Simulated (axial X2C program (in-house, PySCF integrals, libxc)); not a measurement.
# All-electron X2C curves of BaSi

Aim: find the lowest determinant of BaSi, scan the bond at several levels and fit the constants, once spin-free and once with spin–orbit coupling.

The runs use an in-house X2C program for linear molecules on PySCF integrals; all-electron X2C, Ba dyall-cv3z, Si dyall-v3z.

All values are calculated.

## 1. The job

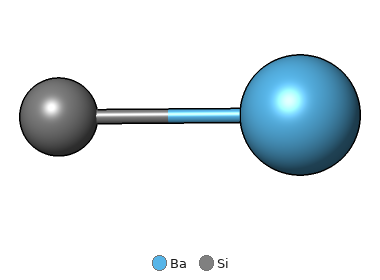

The two atoms at 3.120 Å (barium blue, silicon grey).

The input, task.json:

```json
{"zs": [56, 14], "q": 0, "bas": ["dyall-cv3z", "dyall-v3z"], "levels": ["PBE0", "HF", "PBEsol"], "cc": true, "r0": 3.12, "thr": -2.0, "nmax": 90, "npts": 10, "nst": 2, "ntry": 6}
```

Keys: zs atomic numbers; q charge; bas basis sets; levels methods (HF also brings MP2); cc coupled cluster on or off; r0 starting distance in Å; thr threshold in hartree for freezing inner shells (an s shell follows its p shell); nmax most natural virtual spinors; npts points asked for on the curve; nst determinants followed; ntry starts of the search.

The run is started by

```
$ python so2c.py task.json out
```

Spin-free means the one-electron spin-free X2C Hamiltonian; two-component (2c) means X2C with spin–orbit coupling and atomic mean-field two-electron Coulomb and Gaunt terms. Basis: Ba dyall-cv3z contracted to [14s14p9d5f1g], Si dyall-v3z contracted to [8s7p2d1f]; Gaussian nuclei, density fitting. Masses: Ba 137.905 u, Si 27.977 u.

Notation: σ, π±, δ± give the projection m of an orbital's angular momentum (0, ±1, ±2), α and β its spin, Λ and M_S the sums; ω is the projection of a spinor's total angular momentum and Ω the sum. Logs are in hartree.

The results follow Hamiltonian by Hamiltonian and level by level.

## 2. Search for the lowest determinant

PBE0 moves the distance from 3.120 Å to 3.034 Å and compares determinants there.

Spin-free determinants:

```
ΔE (eV)           state                              open shells
   0.00  M_S = 1, Λ = 0           beyond closed shells: π+α, π-α
   0.12  M_S = 2, Λ = 0   beyond closed shells: 2 × σα, π+α, π-α
   0.62  M_S = 0, Λ = 0   beyond closed shells: 2 × σβ, π+α, π-α
   0.73  M_S = 1, Λ = 1  beyond closed shells: σα, π+α, π+β, π-α
   0.84  M_S = 0, Λ = 0           beyond closed shells: π+β, π-α
   1.18  M_S = 1, Λ = 1            beyond closed shells: σα, π+α
   1.23  M_S = 2, Λ = 2  beyond closed shells: σα, π+α, π-α, δ+α
```

Two-component determinants:

```csv
ΔE (eV),state,open shells
0.00,Ω = 1,"excess of +ω over −ω: ω = -1/2, ω = 3/2"
0.12,Ω = 2,"excess of +ω over −ω: ω = 1/2, ω = 3/2"
0.62,Ω = 0,"excess of +ω over −ω: 3 × ω = 1/2, ω = -3/2"
0.81,Ω = 0,closed shell
0.87,Ω = 0,closed shell
0.91,Ω = 1,excess of +ω over −ω: 2 × ω = 1/2
1.10,Ω = 3,"excess of +ω over −ω: 3 × ω = 1/2, ω = 3/2"
```

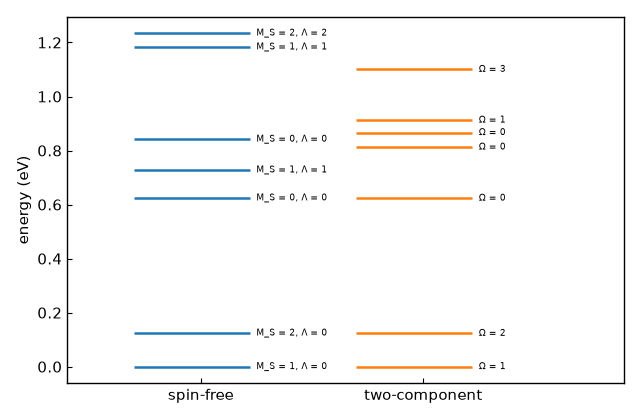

The determinants found, each set from its own lowest.

## 3. PBE0, spin-free

State followed: M_S = 1, Λ = 0 (beyond closed shells: π+α, π-α). The scan is laid around 3.034 Å, a first estimate of the minimum, and this SCF restarts from the orbitals of the search.

The SCF at the reference distance of 3.034 Å:

```text
spin-free X2C-1e  PBE0
basis functions 191  fitting functions 1020  grid points 5086
iter        total energy     max residual
   1      -8424.383385055     1.78e-05
   2      -8424.383385062     1.81e-05
converged
one-electron -11778.50428796  Coulomb 3437.96542892  exact exchange -54.34073346  xc functional -166.24569545  nuclear repulsion 136.74190289
```

Along the bond, energies from the lowest point:

| R (Å) | E (eV) | μ (D) | HOMO (eV) | LUMO (eV) | iterations |
| --- | --- | --- | --- | --- | --- |
| 2.640 | 0.4757 | -3.30 | -3.41 | -2.04 | 34 |
| 2.761 | 0.1989 | -3.58 | -3.51 | -1.94 | 24 |
| 2.852 | 0.0793 | -3.82 | -3.58 | -1.90 | 20 |
| 2.943 | 0.0173 | -4.08 | -3.65 | -1.93 | 17 |
| 3.034 | 0.0000 | -4.36 | -3.72 | -1.97 | 2 |
| 3.140 | 0.0223 | -4.71 | -3.79 | -2.02 | 15 |
| 3.246 | 0.0782 | -5.08 | -3.86 | -2.07 | 14 |
| 3.383 | 0.1833 | -5.57 | -3.95 | -2.14 | 14 |
| 3.550 | 0.3423 | -6.16 | -4.05 | -2.22 | 14 |
| 3.792 | 0.5974 | -6.98 | -4.18 | -2.34 | 16 |

Dipoles are positive if Si is the positive end.

Outer orbitals at the reference distance:

| symmetry | occupied | ε (eV) | atomic character |
| --- | --- | --- | --- |
| σα | yes | -20.22 | 96% Ba p |
| π+α | yes | -20.21 | 100% Ba p |
| π-α | yes | -20.21 | 100% Ba p |
| π+β | yes | -20.16 | 100% Ba p |
| π-β | yes | -20.16 | 100% Ba p |
| σβ | yes | -19.94 | 97% Ba p |
| σα | yes | -11.82 | 76% Si s, 9% Ba p, 8% Ba d |
| σβ | yes | -9.38 | 76% Si s, 8% Ba d, 8% Ba p |
| σα | yes | -5.09 | 73% Si p, 12% Ba d, 9% Ba s |
| π-α | yes | -4.86 | 75% Si p, 16% Ba d, 4% Ba p |
| π+α | yes | -4.86 | 75% Si p, 16% Ba d, 4% Ba p |
| σβ | yes | -3.72 | 71% Ba s, 14% Si p, 13% Ba p |
| σα | no | -1.97 | 74% Ba s, 17% Ba d, 5% Ba p |
| σβ | no | -1.76 | 48% Ba d, 39% Si p, 9% Ba s |
| π+β | no | -1.73 | 49% Si p, 47% Ba d, 3% Ba p |
| π-β | no | -1.73 | 49% Si p, 47% Ba d, 3% Ba p |

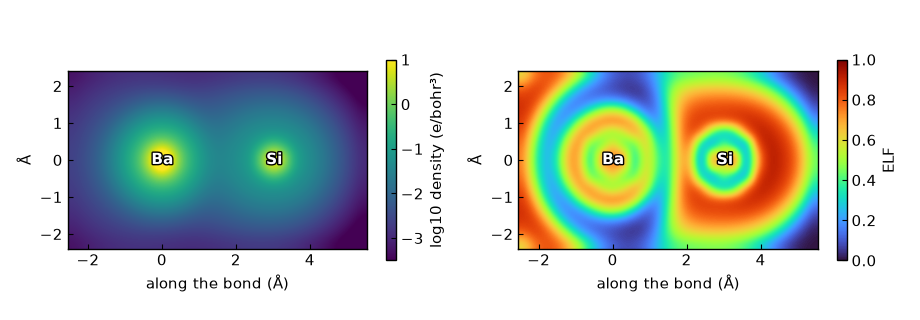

PBE0 fields in a plane through the axis, from a grid of 0.3 Å; Ba lies at z = 0 and Si at z = 3.034 Å; the ELF is damped to zero where the density is low.

Re = 3.031 Å, ωe = 220.2 cm⁻¹, ωexe = 0.702 cm⁻¹, Be = 0.07891 cm⁻¹, De = 2.01 eV, μ = -4.35 D. ⟨S²⟩ = 2.69 against 2.00 for a pure state, so this determinant mixes spins.

## 4. HF, spin-free

Output at 3.034 Å:

```text
spin-free X2C-1e  HF
basis functions 191  fitting functions 1020  grid points 5086
iter        total energy     max residual
   1      -8421.159890000     4.14e-01
   2      -8421.188184283     1.18e-02
   3      -8421.191533517     3.74e-02
   4      -8421.192420633     1.45e-02
   5      -8421.192588967     1.41e-03
   6      -8421.192640182     3.86e-03
   7      -8421.192659103     1.90e-03
   8      -8421.192668788     3.83e-04
   9      -8421.192671235     6.03e-04
  10      -8421.192671697     1.85e-04
  11      -8421.192671765     2.30e-05
  12      -8421.192671795     7.70e-05
  13      -8421.192671809     4.51e-05
  14      -8421.192671813     5.48e-06
  15      -8421.192671814     7.32e-06
  16      -8421.192671814     4.60e-06
  17      -8421.192671814     7.92e-07
converged
one-electron -11775.65724625  Coulomb 3435.15914096  exact exchange -217.43646941  xc functional 0.00000000  nuclear repulsion 136.74190289
```

Re = 3.180 Å, ωe = 201.2 cm⁻¹, ωexe = 0.613 cm⁻¹, Be = 0.07169 cm⁻¹, De = 1.64 eV, μ = -4.43 D. ⟨S²⟩ = 2.94 against 2.00 for a pure state, so this determinant mixes spins.

## 5. PBEsol, spin-free

The SCF at the reference distance of 3.034 Å:

```text
spin-free X2C-1e  PBEsol
basis functions 191  fitting functions 1020  grid points 5086
iter        total energy     max residual
   1      -8420.409533780     6.37e-01
   2      -8420.415266131     7.97e-03
   3      -8420.416100088     6.73e-02
   4      -8420.416444538     1.36e-02
   5      -8420.416633150     2.10e-02
   6      -8420.416791355     2.49e-02
   7      -8420.416878129     2.67e-03
   8      -8420.416912628     4.34e-03
   9      -8420.416926963     2.32e-03
  10      -8420.416928600     2.37e-04
  11      -8420.416928706     1.02e-04
  12      -8420.416928727     8.69e-05
  13      -8420.416928730     6.75e-06
converged
one-electron -11778.79252817  Coulomb 3438.17783805  exact exchange 0.00000000  xc functional -216.54414150  nuclear repulsion 136.74190289
```

Re = 2.988 Å, ωe = 229.4 cm⁻¹, ωexe = 0.809 cm⁻¹, Be = 0.08118 cm⁻¹, De = 2.26 eV, μ = -4.95 D. ⟨S²⟩ = 2.33 against 2.00 for a pure state, so this determinant mixes spins.

## 6. MP2 and beyond, spin-free

Correlated methods: 14 electrons correlated (frozen shells, counted by type: Ba 4 s, 3 p, 2 d; Si 2 s, 1 p), 266 virtual spinors in MP2, 90 natural virtuals in coupled cluster.

Output of the correlated part at 3.034 Å:

```text
correlated 14  virtual 266  natural virtual 90  E(MP2) -0.267056491  MP2 remainder -0.014465027
iter   CCSD correlation   residual
   1     -0.274429328   1.21e-01
   2     -0.282004576   4.33e-02
   3     -0.282759549   1.98e-02
   4     -0.282993262   1.25e-02
   5     -0.283107923   6.67e-03
   6     -0.283164271   3.54e-03
   7     -0.283189324   1.84e-03
   8     -0.283190074   9.24e-04
   9     -0.283186048   3.75e-04
  10     -0.283188611   1.38e-04
  11     -0.283189424   5.07e-05
  12     -0.283189913   1.92e-05
  13     -0.283190018   8.70e-06
  14     -0.283190080   4.21e-06
  15     -0.283190115   2.34e-06
  16     -0.283190140   1.44e-06
  17     -0.283190157   8.90e-07
(T) -0.011218704  T1 0.0344  D1 0.1151  max T2 0.049
```

T1 in the output is the amplitude norm over the root of the electron number; divide by √2 for the Lee–Taylor value.

MP2: No constants are quoted: the reference is strongly spin-contaminated.

CCSD: Re = 3.093 Å, ωe = 213.9 cm⁻¹, ωexe = 0.657 cm⁻¹, Be = 0.07577 cm⁻¹, De = 1.57 eV. T1 at Re = 0.024 (Lee–Taylor, the printed value over √2).

CCSD(T): Re = 3.082 Å, ωe = 215.9 cm⁻¹, ωexe = 0.662 cm⁻¹, Be = 0.0763 cm⁻¹, De = 1.57 eV. T1 at Re = 0.024 (Lee–Taylor, the printed value over √2).

## 7. A higher determinant, spin-free

State: M_S = 2, Λ = 0 (beyond closed shells: 2 × σα, π+α, π-α).

Output at the reference distance:

```text
spin-free X2C-1e  PBE0
basis functions 191  fitting functions 1020  grid points 5086
iter        total energy     max residual
   1      -8424.378823797     4.76e-05
   2      -8424.378823825     1.94e-05
   3      -8424.378823834     9.91e-06
converged
one-electron -11778.80918141  Coulomb 3438.28737306  exact exchange -54.34630111  xc functional -166.25261726  nuclear repulsion 136.74190289
```

| R (Å) | E above the lowest PBE0 point (eV) |
| --- | --- |
| 2.640 | 0.515 |
| 2.761 | 0.276 |
| 2.852 | 0.176 |
| 2.943 | 0.130 |
| 3.034 | 0.124 |
| 3.140 | 0.157 |
| 3.246 | 0.220 |
| 3.383 | 0.333 |
| 3.550 | 0.500 |

Re = 3.002 Å, ωe = 220.3 cm⁻¹, ωexe = 0.657 cm⁻¹, Be = 0.0804 cm⁻¹, μ = -4.65 D. Te = 0.12 eV.

## 8. The spin-free curves together

Energy (eV) of the followed determinant, spin-free, from each level's lowest point:

| R (Å) | PBE0 | HF | MP2 (spin-contaminated) | CCSD | CCSD(T) | PBEsol |
| --- | --- | --- | --- | --- | --- | --- |
| 2.640 | 0.476 | 0.858 | 0.590 | n/a | n/a | 0.393 |
| 2.761 | 0.199 | 0.454 | 0.271 | 0.295 | 0.278 | 0.144 |
| 2.852 | 0.079 | 0.253 | 0.124 | 0.140 | 0.128 | 0.044 |
| 2.943 | 0.017 | 0.119 | 0.038 | 0.047 | 0.039 | 0.000 |
| 3.034 | 0.000 | 0.039 | 0.000 | 0.003 | 0.000 | 0.000 |
| 3.140 | 0.022 | 0.000 | 0.003 | 0.000 | 0.002 | 0.040 |
| 3.246 | 0.078 | 0.004 | 0.044 | 0.036 | 0.041 | 0.111 |
| 3.383 | 0.183 | 0.057 | 0.135 | 0.121 | 0.131 | 0.231 |
| 3.550 | 0.342 | 0.167 | 0.284 | n/a | n/a | 0.402 |
| 3.792 | 0.597 | 0.377 | 0.535 | n/a | n/a | 0.666 |

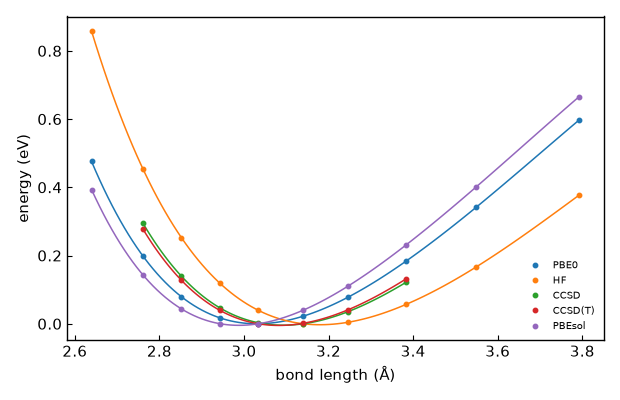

Curves of the followed state, spin-free, each from its own lowest point. Left out: MP2.

## 9. PBE0, 2c

State followed: Ω = 1 (excess of +ω over −ω: ω = -1/2, ω = 3/2). The scan is laid around 3.034 Å, a first estimate of the minimum, and this SCF restarts from the orbitals of the search.

The SCF at the reference distance of 3.034 Å:

```text
two-component X2C + atomic mean field  PBE0
basis functions 191  fitting functions 1020  grid points 5086
iter        total energy     max residual
   1      -8421.030720957     5.18e-05
   2      -8421.030720959     6.90e-06
converged
one-electron -11768.05517058  Coulomb 3436.04711285  exact exchange -54.30910701  xc functional -166.15701556  nuclear repulsion 136.74190289  atomic mean-field constant -5.29844353
```

Along the bond, energies from the lowest point:

| R (Å) | E (eV) | μ (D) | HOMO (eV) | LUMO (eV) | iterations |
| --- | --- | --- | --- | --- | --- |
| 2.640 | 0.4730 | -3.32 | -3.41 | -2.06 | 34 |
| 2.761 | 0.1973 | -3.59 | -3.51 | -1.96 | 24 |
| 2.852 | 0.0783 | -3.82 | -3.58 | -1.91 | 20 |
| 2.943 | 0.0169 | -4.08 | -3.65 | -1.94 | 17 |
| 3.034 | 0.0000 | -4.36 | -3.72 | -1.97 | 2 |
| 3.140 | 0.0227 | -4.71 | -3.79 | -2.02 | 15 |
| 3.246 | 0.0790 | -5.07 | -3.86 | -2.07 | 14 |
| 3.383 | 0.1845 | -5.56 | -3.95 | -2.14 | 14 |
| 3.550 | 0.3438 | -6.15 | -4.05 | -2.22 | 14 |
| 3.792 | 0.5993 | -6.97 | -4.18 | -2.34 | 16 |

Dipoles are positive if Si is the positive end.

Outer spinors at the reference distance:

| ω | occupied | ε (eV) | atomic character | λ mixture |
| --- | --- | --- | --- | --- |
| 1/2 | yes | -21.55 | 99% Ba p | 66% π, 34% σ |
| -1/2 | yes | -21.52 | 99% Ba p | 72% π, 28% σ |
| 1/2 | yes | -19.54 | 97% Ba p | 66% σ, 34% π |
| 3/2 | yes | -19.53 | 100% Ba p | 100% π |
| -3/2 | yes | -19.48 | 100% Ba p | 100% π |
| -1/2 | yes | -19.35 | 98% Ba p | 72% σ, 28% π |
| 1/2 | yes | -11.81 | 75% Si s, 9% Ba p, 8% Ba d | 100% σ |
| -1/2 | yes | -9.38 | 76% Si s, 8% Ba d, 8% Ba p | 100% σ |
| 1/2 | yes | -5.09 | 73% Si p, 12% Ba d, 9% Ba s | 100% σ |
| -1/2 | yes | -4.88 | 75% Si p, 16% Ba d, 4% Ba p | 100% π |
| 3/2 | yes | -4.85 | 76% Si p, 16% Ba d, 4% Ba p | 100% π |
| -1/2 | yes | -3.72 | 71% Ba s, 14% Si p, 13% Ba p | 100% σ |
| 1/2 | no | -1.97 | 73% Ba s, 18% Ba d, 5% Ba p | 100% σ |
| -1/2 | no | -1.77 | 48% Ba d, 39% Si p, 9% Ba s | 100% σ |
| 1/2 | no | -1.74 | 48% Si p, 47% Ba d, 3% Ba p | 100% π |
| -3/2 | no | -1.72 | 48% Si p, 47% Ba d, 2% Ba p | 100% π |

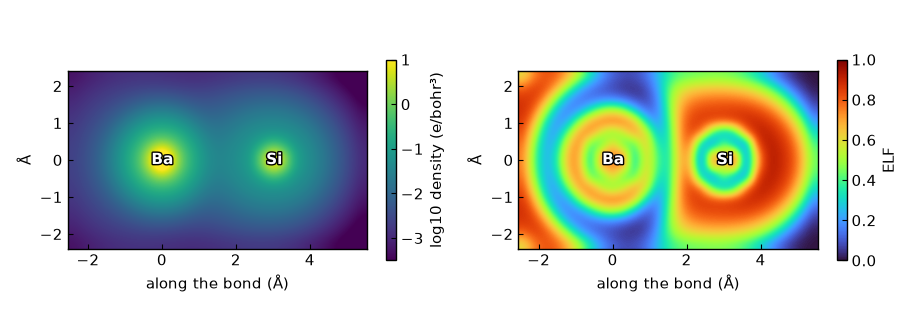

PBE0 fields in a plane through the axis, from a grid of 0.3 Å; Ba lies at z = 0 and Si at z = 3.034 Å; the ELF is damped to zero where the density is low.

Re = 3.030 Å, ωe = 220.3 cm⁻¹, ωexe = 0.702 cm⁻¹, Be = 0.07897 cm⁻¹, De = 2.01 eV, μ = -4.34 D.

## 10. HF, 2c

Output at 3.034 Å:

```text
two-component X2C + atomic mean field  HF
basis functions 191  fitting functions 1020  grid points 5086
iter        total energy     max residual
   1      -8417.801026438     4.66e-01
   2      -8417.829353742     1.18e-02
   3      -8417.832720897     4.22e-02
   4      -8417.833616348     1.65e-02
   5      -8417.833787665     1.41e-03
   6      -8417.833840257     4.42e-03
   7      -8417.833859704     2.18e-03
   8      -8417.833869639     4.27e-04
   9      -8417.833872135     6.85e-04
  10      -8417.833872607     2.12e-04
  11      -8417.833872677     2.26e-05
  12      -8417.833872709     9.04e-05
  13      -8417.833872724     5.53e-05
  14      -8417.833872730     6.79e-06
  15      -8417.833872732     1.34e-05
  16      -8417.833872733     1.31e-05
  17      -8417.833872734     4.53e-06
  18      -8417.833872735     5.15e-06
  19      -8417.833872735     9.32e-06
  20      -8417.833872736     5.85e-06
  21      -8417.833872736     1.18e-06
converged
one-electron -11765.21218917  Coulomb 3433.24495233  exact exchange -217.31009525  xc functional 0.00000000  nuclear repulsion 136.74190289  atomic mean-field constant -5.29844353
```

Re = 3.179 Å, ωe = 201.2 cm⁻¹, ωexe = 0.613 cm⁻¹, Be = 0.07172 cm⁻¹, De = 1.64 eV, μ = -4.42 D.

## 11. PBEsol, 2c

Output at 3.034 Å:

```text
two-component X2C + atomic mean field  PBEsol
basis functions 191  fitting functions 1020  grid points 5086
iter        total energy     max residual
   1      -8417.061692228     6.37e-01
   2      -8417.067422139     7.95e-03
   3      -8417.068265732     6.78e-02
   4      -8417.068613285     1.36e-02
   5      -8417.068803031     2.11e-02
   6      -8417.068963729     2.51e-02
   7      -8417.069052462     2.75e-03
   8      -8417.069087873     4.41e-03
   9      -8417.069102632     2.41e-03
  10      -8417.069104362     2.49e-04
  11      -8417.069104474     1.07e-04
  12      -8417.069104497     9.11e-05
  13      -8417.069104500     6.55e-06
converged
one-electron -11768.35210027  Coulomb 3436.26844620  exact exchange 0.00000000  xc functional -216.42890978  nuclear repulsion 136.74190289  atomic mean-field constant -5.29844353
```

Re = 2.987 Å, ωe = 229.7 cm⁻¹, ωexe = 0.811 cm⁻¹, Be = 0.08125 cm⁻¹, De = 2.26 eV, μ = -4.95 D.

## 12. MP2 and beyond, 2c

Correlated methods: 14 electrons correlated (frozen shells, counted by type: Ba 4 s, 3 p, 2 d; Si 2 s, 1 p), 268 virtual spinors in MP2, 90 natural virtuals in coupled cluster.

Output of the correlated part at 3.034 Å:

```text
correlated 14  virtual 268  natural virtual 90  E(MP2) -0.266483671  MP2 remainder -0.014531606
iter   CCSD correlation   residual
   1     -0.273759331   1.20e-01
   2     -0.281310500   4.33e-02
   3     -0.282061685   1.97e-02
   4     -0.282294328   1.24e-02
   5     -0.282408927   6.67e-03
   6     -0.282465352   3.54e-03
   7     -0.282490376   1.85e-03
   8     -0.282491108   9.28e-04
   9     -0.282487114   3.77e-04
  10     -0.282489693   1.40e-04
  11     -0.282490516   5.20e-05
  12     -0.282491009   2.05e-05
  13     -0.282491115   1.00e-05
  14     -0.282491179   5.49e-06
  15     -0.282491217   3.47e-06
  16     -0.282491244   2.27e-06
  17     -0.282491260   1.40e-06
(T) -0.011155683  T1 0.0344  D1 0.1148  max T2 0.049
```

MP2: No constants are quoted: the reference is strongly spin-contaminated.

CCSD: Re = 3.092 Å, ωe = 214.0 cm⁻¹, ωexe = 0.657 cm⁻¹, Be = 0.0758 cm⁻¹, De = 1.58 eV. T1 at Re = 0.024 (Lee–Taylor, the printed value over √2).

CCSD(T): Re = 3.082 Å, ωe = 216.0 cm⁻¹, ωexe = 0.662 cm⁻¹, Be = 0.07633 cm⁻¹, De = 1.57 eV. T1 at Re = 0.024 (Lee–Taylor, the printed value over √2).

## 13. A higher determinant, 2c

State: Ω = 2 (excess of +ω over −ω: ω = 1/2, ω = 3/2).

Output at the reference distance:

```text
two-component X2C + atomic mean field  PBE0
basis functions 191  fitting functions 1020  grid points 5086
iter        total energy     max residual
   1      -8421.026197427     2.36e-05
   2      -8421.026197434     1.11e-05
converged
one-electron -11768.36896857  Coulomb 3436.37805310  exact exchange -54.31469499  xc functional -166.16404633  nuclear repulsion 136.74190289  atomic mean-field constant -5.29844353
```

| R (Å) | E above the lowest PBE0 point (eV) |
| --- | --- |
| 2.640 | 0.509 |
| 2.761 | 0.273 |
| 2.852 | 0.174 |
| 2.943 | 0.128 |
| 3.034 | 0.123 |
| 3.140 | 0.156 |
| 3.246 | 0.220 |
| 3.383 | 0.333 |
| 3.550 | 0.500 |

Re = 3.001 Å, ωe = 220.3 cm⁻¹, ωexe = 0.661 cm⁻¹, Be = 0.08048 cm⁻¹, μ = -4.65 D. Te = 0.12 eV.

## 14. The 2c curves together

Energy (eV) of the followed determinant, 2c, from each level's lowest point:

| R (Å) | PBE0 | HF | MP2 (spin-contaminated) | CCSD | CCSD(T) | PBEsol |
| --- | --- | --- | --- | --- | --- | --- |
| 2.640 | 0.473 | 0.856 | 0.589 | n/a | n/a | 0.391 |
| 2.761 | 0.197 | 0.453 | 0.270 | 0.294 | 0.277 | 0.142 |
| 2.852 | 0.078 | 0.252 | 0.123 | 0.139 | 0.127 | 0.043 |
| 2.943 | 0.017 | 0.118 | 0.037 | 0.046 | 0.039 | 0.000 |
| 3.034 | 0.000 | 0.039 | 0.000 | 0.003 | 0.000 | 0.000 |
| 3.140 | 0.023 | 0.000 | 0.003 | 0.000 | 0.002 | 0.041 |
| 3.246 | 0.079 | 0.005 | 0.044 | 0.036 | 0.042 | 0.112 |
| 3.383 | 0.184 | 0.057 | 0.136 | 0.122 | 0.132 | 0.232 |
| 3.550 | 0.344 | 0.168 | 0.285 | n/a | n/a | 0.404 |
| 3.792 | 0.599 | 0.378 | 0.537 | n/a | n/a | 0.668 |

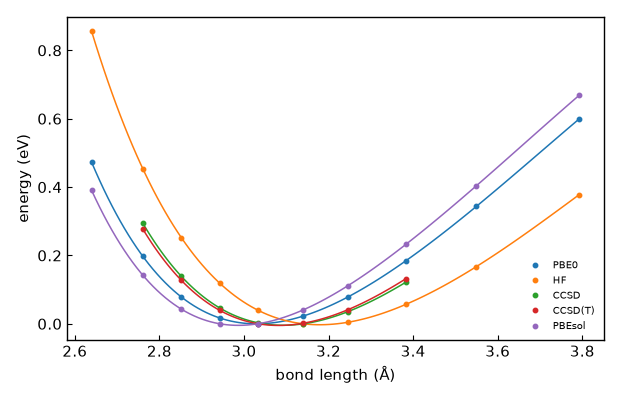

Curves of the followed state, 2c, each from its own lowest point. Left out: MP2.

The whole job took 4.1 min on 1 thread of Arm Neoverse V1, shared host; peak memory 0.93 GiB.

## 15. Constants

Lowest determinant that the search found at its distance, spin-free: M_S = 1, Λ = 0 (beyond closed shells: π+α, π-α).

Lowest determinant that the search found at its distance, 2c: Ω = 1 (excess of +ω over −ω: ω = -1/2, ω = 3/2).

```csv
Hamiltonian,level,Re (Å),ωe (cm⁻¹),De (eV),μ (D)
spin-free,PBE0,3.031,220.2,2.01,-4.35
spin-free,HF,3.180,201.2,1.64,-4.43
spin-free,CCSD,3.093,213.9,1.57,n/a
spin-free,CCSD(T),3.082,215.9,1.57,n/a
spin-free,PBEsol,2.988,229.4,2.26,-4.95
2c,PBE0,3.030,220.3,2.01,-4.34
2c,HF,3.179,201.2,1.64,-4.42
2c,CCSD,3.092,214.0,1.58,n/a
2c,CCSD(T),3.082,216.0,1.57,n/a
2c,PBEsol,2.987,229.7,2.26,-4.95
```

Dipoles are positive if Si is the positive end. No constants: spin-free MP2 (the reference is strongly spin-contaminated); 2c MP2 (the reference is strongly spin-contaminated). Spin-free ⟨S²⟩ is off its pure value at PBE0 2.69, HF 2.94, PBEsol 2.33.

Time per point (s) on 1 thread of Arm Neoverse V1, shared host (2c runs; CCSD comes with the CCSD(T) run); the times are rough: PBE0 1.4, HF 1.1, CCSD(T) 9.1, PBEsol 0.6.

At CCSD(T), going from spin-free to two-component changes Re by -1 mÅ, ωe by 0.0 %, which is small (part of it comes from the scalar share of the two-electron terms). De moves by 0.00 eV; both De rest on single-determinant atoms, which can miss part of an open shell's spin–orbit lowering.

De refers to Ba + Si, each in the lowest determinant found, which need not be this curve's own limit. Each curve is one determinant whose occupation by symmetry is held fixed; it was picked as the lowest of a PBE0 search that is not exhaustive. De is counted from the lowest determinant-based energies of the atoms at the same level, without counterpoise correction. Density functionals use the spin component along the axis (collinear). Coupled cluster ran in a truncated set of natural virtual spinors; the MP2 energy of the rest was added. With several unpaired electrons one determinant need not be a pure state. The spin-free determinant is spin-contaminated at some levels. T1 at Re is 0.024 (Lee–Taylor), above the customary mark of 0.02.
